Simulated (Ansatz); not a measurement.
All values below come from PBE (plane waves to 420 eV, PAW; Ansatz, a quantum-chemistry and plane-wave program).

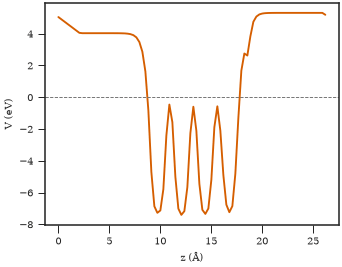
Figure. Electrostatic potential energy of an electron, averaged over planes parallel to the surface, in eV from the Fermi level, for H on the 1x1 (111) surface of fcc Al, one in a 2x1 cell, started at the site 'top Al'

Model: 9-atom slab, 7.0 Å thick at the start under the adsorbate (thin: gaps and levels are the slab's own), 6x12x1 mesh, Fermi-Dirac 0.1 eV, dipole correction, 4 atoms held, the rest relaxed; held to the start's symmetry, so lower structures may exist; no spin, no spin-orbit, no U, no dispersion correction. At the end it is bonded to Al. In PBE it is, or lies within 0.03 eV of, the lowest of the starts that converged.

### Question
The surface cell has an area of 14.15 Å². What dipole along the normal does the step between the two vacuum levels imply?

### Answer
the top vacuum level lies 1.28 eV above the bottom one; p = −ε₀ A ΔV (ε₀ = 0.005526 e/(V·Å)) gives -0.10 e·Å a cell.
